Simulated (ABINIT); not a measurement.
# A GW run on KNaMg2F6 (Fm-3m) in ABINIT, with inputs changed

Aim: change inputs of a GW run on KNaMg2F6 (Fm-3m) and see what moves.

Calculated with ABINIT 10.8.3; LDA and many-body steps on it, plane waves.

## 1. The starting structure

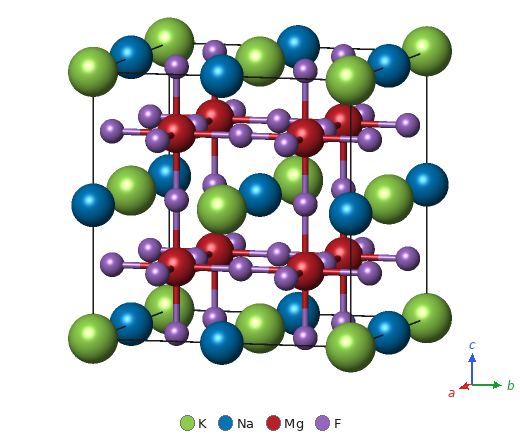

The cell as given, slightly off an axis (potassium green, sodium blue, magnesium red, fluorine purple). This picture shows the conventional cell, with its axes. Some periodic images of atoms are drawn too.

The cell and positions are those that the Materials Project relaxed with its own functionals (PBE, PBE+U or r2SCAN), kept fixed.

## 2. Screening, 2×2×2 mesh, 83 bands, screening to 87.1 eV

This step: ABINIT 10.8.3; RPA screening on LDA, plane waves, norm-conserving pseudopotentials.

The RPA dielectric matrix is built and inverted for each q.

run.abi

```
acell 3*1.0 Angstrom
rprim 
  -0.000000000000 4.007551000000 4.007551000000
  4.007551000000 -0.000000000000 4.007551000000
  4.007551000000 4.007551000000 -0.000000000000
ntypat 4
znucl 19 11 12 9
natom 10
typat 1 2 3 3 4 4 4 4 4 4
xred 
  0.000000000000 0.000000000000 0.000000000000
  0.500000000000 0.500000000000 0.500000000000
  0.250000000000 0.250000000000 0.250000000000
  0.750000000000 0.750000000000 0.750000000000
  0.500000000000 0.500000000000 0.000000000000
  0.000000000000 0.000000000000 0.500000000000
  0.500000000000 0.000000000000 0.500000000000
  0.000000000000 0.500000000000 0.000000000000
  0.000000000000 0.500000000000 0.500000000000
  0.500000000000 0.000000000000 0.000000000000
pp_dirpath "pseudos"
pseudos "K.upf, Na.upf, Mg.upf, F.upf"
ecut 38
ngkpt 2 2 2
nshiftk 1
shiftk 0 0 0
kptopt 1
chksymbreak 0
istwfk *1
occopt 1
irdwfk 1
optdriver 3
nband 83
ecuteps 3.2
inclvkb 2
awtr 1
symchi 1
indata_prefix "in"
outdata_prefix "out"
tmpdata_prefix "tmp"
```

On the command line:

```bash
$ OMP_NUM_THREADS=1 mpirun -n 4 abinit run.abi > log
```

The log of the run:

```text
.Version 10.8.3 of ABINIT. v10.8.2 released Aug 2026.

 Symmetries : space group Fm -3 m (#225); Bravais cF (face-center cubic)
[... echo of the input left out ...]
== DATASET  1 ==================================================================
-   mpi_nproc: 4, omp_nthreads: 1 (-1 if OMP is not activated)

--- !DatasetInfo
iteration_state: {dtset: 1, }
dimensions: {natom: 10, nkpt: 3, mband: 83, nsppol: 1, nspinor: 1, nspden: 1, mpw: 9756, }
cutoff_energies: {ecut:  38.0, pawecutdg:  -1.0, }
electrons: {nelect:   8.00000000E+01, charge:   0.00000000E+00, occopt:   1.00000000E+00, tsmear:   1.00000000E-02, }

 SCREENING: Calculation of the susceptibility and dielectric matrices

 Based on a program developped by R.W. Godby, V. Olevano, G. Onida, and L. Reining.
 Incorporated in ABINIT by V. Olevano, G.-M. Rignanese, and M. Torrent.
.Using double precision arithmetic ; gwpc =  8

[... cell and pseudopotentials left out ...]
--------------------------------------------------------------------------------

 ==== K-mesh for the wavefunctions ====
 Number of points in the irreducible wedge :     3
[... list of points left out ...]
 Together with 48 symmetry operations and time-reversal symmetry
 yields     8 points in the full Brillouin Zone.

 ==== Q-mesh for the screening function ====
 Number of points in the irreducible wedge :     3
[... list of points left out ...]
 Together with 48 symmetry operations and time-reversal symmetry
 yields     8 points in the full Brillouin Zone.

 setmesh: FFT mesh size selected  =    40x   40x   40
          total number of points  =        64000

 vcoul_init : cutoff-mode = AUXILIARY_FUNCTION
 q-points for optical limit:   1
     1)      0.000010    0.000020    0.000030

- screening: taking advantage of time-reversal symmetry
- Maximum band index for partially occupied states nbvw = 40
- Remaining bands to be divided among processors   nbcw = 43
- Number of bands treated by each node ~10

 Number of electrons calculated from density =   80.0000; Expected =   80.0000
 average of density, n =  0.092093
 r_s =    1.3737
 omega_plasma =   29.2731 [eV]

 calculating chi0 at frequencies [eV] :
  1    0.000000E+00    0.000000E+00
  2    0.000000E+00    2.927310E+01

--------------------------------------------------------------------------------
  q-point number  1        q = ( 0.000000, 0.000000, 0.000000) [r.l.u.]
--------------------------------------------------------------------------------
[... chi0 elements left out ...]
 For q-point:  0.000010 0.000020 0.000030
  dielectric constant =   1.9270
  dielectric constant without local fields =   2.0099

  Average fulfillment of the sum rule on Im[epsilon] for q-point    1 :     18.76  [%]
[... wings left out ...]
  q-point number  2        q = ( 0.500000, 0.000000, 0.000000) [r.l.u.]
--------------------------------------------------------------------------------
[... chi0 elements left out ...]
  Average fulfillment of the sum rule on Im[epsilon] for q-point    2 :     23.32  [%]

 [... 1 further q-points ...]
```

The job ended after 45 s (4 MPI ranks of Arm Neoverse N1, shared host; peak memory 1.5 GiB).

Numbers from this step:

```
ε∞ with local fields, on this mesh, along the program's q direction : 1.927
the same without local fields                                       : 2.010
plasma frequency                                                    : 29.27 eV
plane waves in the screening matrix                                 : 259
```

Local fields lower ε∞ by 4 %. On a Γ-centred mesh this coarse the value itself is usually too large, while a short band sum pulls it down.

## 3. Base

The self-energy is evaluated for the states that the input lists, and the levels follow from it, in one-shot runs by the linearised quasiparticle equation.

This step: G0W0 on LDA, plane waves, norm-conserving pseudopotentials.

run.abi, as its differences from that of step 2:

```diff
@@ -31,8 +31,15 @@
 irdwfk 1
-optdriver 3
+optdriver 4
 nband 83
+gwcalctyp 0
+ecutsigx 38
+symsigma 1
+nkptgw 1
+kptgw 
+  0.0000000000 0.0000000000 0.0000000000
+bdgw 
+  38 44
 ecuteps 3.2
-inclvkb 2
-awtr 1
-symchi 1
+irdscr 1
+ppmodel 1
 indata_prefix "in"
```

The log of the run:

```text
.Version 10.8.3 of ABINIT. v10.8.2 released Aug 2026.

 Symmetries : space group Fm -3 m (#225); Bravais cF (face-center cubic)
[... echo of the input left out ...]
== DATASET  1 ==================================================================
-   mpi_nproc: 4, omp_nthreads: 1 (-1 if OMP is not activated)

--- !DatasetInfo
iteration_state: {dtset: 1, }
dimensions: {natom: 10, nkpt: 3, mband: 83, nsppol: 1, nspinor: 1, nspden: 1, mpw: 9756, }
cutoff_energies: {ecut:  38.0, pawecutdg:  -1.0, }
electrons: {nelect:   8.00000000E+01, charge:   0.00000000E+00, occopt:   1.00000000E+00, tsmear:   1.00000000E-02, }

 SIGMA: Calculation of the GW corrections

 Based on a program developped by R.W. Godby, V. Olevano, G. Onida, and L. Reining.
 Incorporated in ABINIT by V. Olevano, G.-M. Rignanese, and M. Torrent.
.Using double precision arithmetic ; gwpc =  8

[... cell and pseudopotentials left out ...]
--------------------------------------------------------------------------------

 ==== K-mesh for the wavefunctions ====
 Number of points in the irreducible wedge :     3
[... list of points left out ...]
 Together with 48 symmetry operations and time-reversal symmetry
 yields     8 points in the full Brillouin Zone.

 ==== Q-mesh for screening function ====
 Number of points in the irreducible wedge :     3
[... list of points left out ...]
 Together with 48 symmetry operations and time-reversal symmetry
 yields     8 points in the full Brillouin Zone.

 vcoul_init : cutoff-mode = AUXILIARY_FUNCTION
 q-points for optical limit:   1
     1)      0.000010    0.000020    0.000030
 setmesh: FFT mesh size selected  =    60x   60x   60
          total number of points  =       216000

 Number of electrons calculated from density =   80.0000; Expected =   80.0000
 average of density, n =  0.092093
 r_s =    1.3737
 omega_plasma =   29.2731 [eV]

 === KS Band Gaps ===
  >>>> For spin  1
   Minimum direct gap =   6.0008 [eV], located at k-point      :   0.0000  0.0000  0.0000
   Fundamental gap    =   6.0008 [eV], Top of valence bands at :   0.0000  0.0000  0.0000
                                       Bottom of conduction at :   0.0000  0.0000  0.0000
 SIGMA fundamental parameters:
 PLASMON POLE MODEL  1
 number of plane-waves for SigmaX                 9721
 number of plane-waves for SigmaC and W            259
 number of plane-waves for wavefunctions          9721
 number of bands                                    83
 number of independent spin polarizations            1
 number of spinorial components                      1
 number of k-points in IBZ                           3
 number of q-points in IBZ                           3
 number of symmetry operations                      48
 number of k-points in BZ                            8
 number of q-points in BZ                            8
 number of frequencies for dSigma/dE                 9
 frequency step for dSigma/dE [eV]                0.25
 number of omega for Sigma on real axis              0
 max omega for Sigma on real axis  [eV]           0.00
 zcut for avoiding poles [eV]                     0.10

 EPSILON^-1 parameters (SCR file):
 dimension of the eps^-1 matrix on file            259
 dimension of the eps^-1 matrix used               259
 number of plane-waves for wavefunctions          9721
 number of bands                                    83
 number of q-points in IBZ                           3
 number of frequencies                               2
 number of real frequencies                          1
 number of imag frequencies                          1

 matrix elements of self-energy operator (all in [eV])

 Perturbative Calculation

--- !SelfEnergy_ee
iteration_state: {dtset: 1, }
kpoint     : [   0.000,    0.000,    0.000, ]
spin       : 1
KS_gap     :    6.001
QP_gap     :   10.688
Delta_QP_KS:    4.687
data: !SigmaeeData |
     Band     E0 <VxcDFT>   SigX SigC(E0)      Z dSigC/dE  Sig(E)    E-E0       E
       38  -0.542 -22.621 -30.019   4.879   0.819  -0.220 -24.685  -2.064  -2.606
       39  -0.542 -22.621 -30.019   4.879   0.819  -0.220 -24.685  -2.064  -2.606
       40  -0.542 -22.621 -30.019   4.879   0.819  -0.220 -24.685  -2.064  -2.606
       41   5.459 -10.362  -5.397  -2.064   0.904  -0.106  -7.739   2.623   8.082
       42  10.139 -11.593  -5.443  -2.126   0.900  -0.111  -7.970   3.622  13.761
       43  10.139 -11.593  -5.443  -2.126   0.900  -0.111  -7.970   3.622  13.761
       44  10.139 -11.593  -5.443  -2.126   0.900  -0.111  -7.970   3.622  13.761

== END DATASET(S) ==============================================================
================================================================================

 -outvars: echo values of variables after computation  --------
           etotal      0.0000000000E+00
            nband          83
             nkpt           3
          spgroup         225
 [... the other variables as echoed above ...]

 Calculation completed.
```

Wall time 11 s (4 MPI ranks); peak memory 1.2 GiB; 45 s of CPU time.

This step gave:

```yaml
g0w0_gap_on_the_points_computed: 10.69 eV
starting_gap_on_the_mesh: 6.001 eV
k_of_the_valence_top: 0, 0, 0
k_of_the_conduction_bottom: 0, 0, 0
z_at_the_valence_top: 0.819
z_at_the_conduction_bottom: 0.904
least_direct_g0w0_gap_on_the_computed_points: 10.69 eV
```

The gap on the mesh goes from 6.00 eV to 10.69 eV, a correction of +4.69 eV.

## 4. Fewer bands in the self-energy

run.abi, as its differences from that of step 3:

```diff
@@ -32,3 +32,3 @@
 optdriver 4
-nband 83
+nband 60
 gwcalctyp 0
```

The log of the run:

```text
.Version 10.8.3 of ABINIT. v10.8.2 released Aug 2026.

 Symmetries : space group Fm -3 m (#225); Bravais cF (face-center cubic)
[... echo of the input left out ...]
== DATASET  1 ==================================================================
-   mpi_nproc: 4, omp_nthreads: 1 (-1 if OMP is not activated)

--- !DatasetInfo
iteration_state: {dtset: 1, }
dimensions: {natom: 10, nkpt: 3, mband: 60, nsppol: 1, nspinor: 1, nspden: 1, mpw: 9756, }
cutoff_energies: {ecut:  38.0, pawecutdg:  -1.0, }
electrons: {nelect:   8.00000000E+01, charge:   0.00000000E+00, occopt:   1.00000000E+00, tsmear:   1.00000000E-02, }

 SIGMA: Calculation of the GW corrections

 Based on a program developped by R.W. Godby, V. Olevano, G. Onida, and L. Reining.
 Incorporated in ABINIT by V. Olevano, G.-M. Rignanese, and M. Torrent.
.Using double precision arithmetic ; gwpc =  8

[... cell and pseudopotentials left out ...]
--------------------------------------------------------------------------------

 ==== K-mesh for the wavefunctions ====
 Number of points in the irreducible wedge :     3
[... list of points left out ...]
 Together with 48 symmetry operations and time-reversal symmetry
 yields     8 points in the full Brillouin Zone.

 ==== Q-mesh for screening function ====
 Number of points in the irreducible wedge :     3
[... list of points left out ...]
 Together with 48 symmetry operations and time-reversal symmetry
 yields     8 points in the full Brillouin Zone.

 vcoul_init : cutoff-mode = AUXILIARY_FUNCTION
 q-points for optical limit:   1
     1)      0.000010    0.000020    0.000030
 setmesh: FFT mesh size selected  =    60x   60x   60
          total number of points  =       216000

 Number of electrons calculated from density =   80.0000; Expected =   80.0000
[...]
number of q-points in BZ                            8
 number of frequencies for dSigma/dE                 9
 frequency step for dSigma/dE [eV]                0.25
 number of omega for Sigma on real axis              0
 max omega for Sigma on real axis  [eV]           0.00
 zcut for avoiding poles [eV]                     0.10

 EPSILON^-1 parameters (SCR file):
 dimension of the eps^-1 matrix on file            259
 dimension of the eps^-1 matrix used               259
 number of plane-waves for wavefunctions          9721
 number of bands                                    83
 number of q-points in IBZ                           3
 number of frequencies                               2
 number of real frequencies                          1
 number of imag frequencies                          1

 matrix elements of self-energy operator (all in [eV])

 Perturbative Calculation

--- !SelfEnergy_ee
iteration_state: {dtset: 1, }
kpoint     : [   0.000,    0.000,    0.000, ]
spin       : 1
KS_gap     :    6.001
QP_gap     :   10.746
Delta_QP_KS:    4.746
data: !SigmaeeData |
     Band     E0 <VxcDFT>   SigX SigC(E0)      Z dSigC/dE  Sig(E)    E-E0       E
       38  -0.542 -22.621 -30.019   5.011   0.821  -0.218 -24.581  -1.960  -2.502
       39  -0.542 -22.621 -30.019   5.011   0.821  -0.218 -24.581  -1.960  -2.502
       40  -0.542 -22.621 -30.019   5.011   0.821  -0.218 -24.581  -1.960  -2.502
       41   5.459 -10.362  -5.397  -1.896   0.908  -0.102  -7.576   2.786   8.245
       42  10.139 -11.593  -5.443  -1.742   0.909  -0.101  -7.588   4.005  14.144
       43  10.139 -11.593  -5.443  -1.742   0.909  -0.101  -7.588   4.005  14.144
       44  10.139 -11.593  -5.443  -1.742   0.909  -0.101  -7.588   4.005  14.144

== END DATASET(S) ==============================================================
================================================================================

 -outvars: echo values of variables after computation  --------
           etotal      0.0000000000E+00
            nband          60
             nkpt           3
          spgroup         225
 [... the other variables as echoed above ...]

 Calculation completed.
```

The job ended after 10 s (4 MPI ranks; peak memory 1.3 GiB).

This step gave:

* G0W0 gap on the points computed: 10.75 eV
* starting gap on the mesh: 6.001 eV
* k of the valence top: 0, 0, 0
* k of the conduction bottom: 0, 0, 0
* Z at the valence top: 0.821
* Z at the conduction bottom: 0.908
* least direct G0W0 gap on the computed points: 10.75 eV

## 5. Smaller part of the screening matrix

run.abi, as its differences from that of step 4:

```diff
@@ -32,3 +32,3 @@
 optdriver 4
-nband 60
+nband 83
 gwcalctyp 0
@@ -41,3 +41,3 @@
   38 44
-ecuteps 3.2
+ecuteps 1.6
 irdscr 1
```

The log of the run:

```text
.Version 10.8.3 of ABINIT. v10.8.2 released Aug 2026.

 Symmetries : space group Fm -3 m (#225); Bravais cF (face-center cubic)
[... echo of the input left out ...]
== DATASET  1 ==================================================================
-   mpi_nproc: 4, omp_nthreads: 1 (-1 if OMP is not activated)

--- !DatasetInfo
iteration_state: {dtset: 1, }
dimensions: {natom: 10, nkpt: 3, mband: 83, nsppol: 1, nspinor: 1, nspden: 1, mpw: 9756, }
cutoff_energies: {ecut:  38.0, pawecutdg:  -1.0, }
electrons: {nelect:   8.00000000E+01, charge:   0.00000000E+00, occopt:   1.00000000E+00, tsmear:   1.00000000E-02, }

 SIGMA: Calculation of the GW corrections

 Based on a program developped by R.W. Godby, V. Olevano, G. Onida, and L. Reining.
 Incorporated in ABINIT by V. Olevano, G.-M. Rignanese, and M. Torrent.
.Using double precision arithmetic ; gwpc =  8

[... cell and pseudopotentials left out ...]
--------------------------------------------------------------------------------

 ==== K-mesh for the wavefunctions ====
 Number of points in the irreducible wedge :     3
[... list of points left out ...]
 Together with 48 symmetry operations and time-reversal symmetry
 yields     8 points in the full Brillouin Zone.

 ==== Q-mesh for screening function ====
 Number of points in the irreducible wedge :     3
[... list of points left out ...]
 Together with 48 symmetry operations and time-reversal symmetry
 yields     8 points in the full Brillouin Zone.

 vcoul_init : cutoff-mode = AUXILIARY_FUNCTION
 q-points for optical limit:   1
     1)      0.000010    0.000020    0.000030
 setmesh: FFT mesh size selected  =    60x   60x   60
          total number of points  =       216000

 Number of electrons calculated from density =   80.0000; Expected =   80.0000
[...]
number of q-points in BZ                            8
 number of frequencies for dSigma/dE                 9
 frequency step for dSigma/dE [eV]                0.25
 number of omega for Sigma on real axis              0
 max omega for Sigma on real axis  [eV]           0.00
 zcut for avoiding poles [eV]                     0.10

 EPSILON^-1 parameters (SCR file):
 dimension of the eps^-1 matrix on file            259
 dimension of the eps^-1 matrix used                65
 number of plane-waves for wavefunctions          9721
 number of bands                                    83
 number of q-points in IBZ                           3
 number of frequencies                               2
 number of real frequencies                          1
 number of imag frequencies                          1

 matrix elements of self-energy operator (all in [eV])

 Perturbative Calculation

--- !SelfEnergy_ee
iteration_state: {dtset: 1, }
kpoint     : [   0.000,    0.000,    0.000, ]
spin       : 1
KS_gap     :    6.001
QP_gap     :   11.936
Delta_QP_KS:    5.935
data: !SigmaeeData |
     Band     E0 <VxcDFT>   SigX SigC(E0)      Z dSigC/dE  Sig(E)    E-E0       E
       38  -0.542 -22.621 -30.019   3.421   0.867  -0.153 -26.069  -3.448  -3.990
       39  -0.542 -22.621 -30.019   3.421   0.867  -0.153 -26.069  -3.448  -3.990
       40  -0.542 -22.621 -30.019   3.421   0.867  -0.153 -26.069  -3.448  -3.990
       41   5.459 -10.362  -5.397  -2.225   0.908  -0.101  -7.875   2.487   7.946
       42  10.139 -11.593  -5.443  -2.251   0.904  -0.106  -8.067   3.526  13.665
       43  10.139 -11.593  -5.443  -2.251   0.904  -0.106  -8.067   3.526  13.665
       44  10.139 -11.593  -5.443  -2.251   0.904  -0.106  -8.067   3.526  13.665

== END DATASET(S) ==============================================================
================================================================================

 -outvars: echo values of variables after computation  --------
           etotal      0.0000000000E+00
            nband          83
             nkpt           3
          spgroup         225
 [... the other variables as echoed above ...]

 Calculation completed.
```

Elapsed: 8.3 s, on 4 MPI ranks; peak memory 1.3 GiB; 33 s of CPU time.

Numbers from this step:

| Quantity | Value |
| --- | --- |
| G0W0 gap on the points computed | 11.94 eV |
| starting gap on the mesh | 6.001 eV |
| k of the valence top | 0, 0, 0 |
| k of the conduction bottom | 0, 0, 0 |
| Z at the valence top | 0.867 |
| Z at the conduction bottom | 0.908 |
| least direct G0W0 gap on the computed points | 11.94 eV |

[end of part 1 of 2]

[Paths, hosts, dates, memory and timing lines, banners, echoed tables and standing remarks are left out of the program output.]

[Logs are printed without paths, hosts, clocks, repeated set-up lines and the standing remarks that a program may print on its own settings, such as how far it seeks lower states.]

[Runs of the session that timed out or met a known fault of the program may be left out.]

[Hosts, paths, dates, database ids (printed as entryN), source tags and the programs' standing remarks are cut or masked in the printed files.]

[G0W0 gaps are taken among the corrected bands and points alone; a level outside them can change the order at an edge.]

[Where Ansatz stands beside ABINIT at settings called matched, ABINIT's density can come from a denser mesh and the files from another edition; pairs whose starting gaps differed by over 0.03 eV were left out, so agreement reads better than it is.]
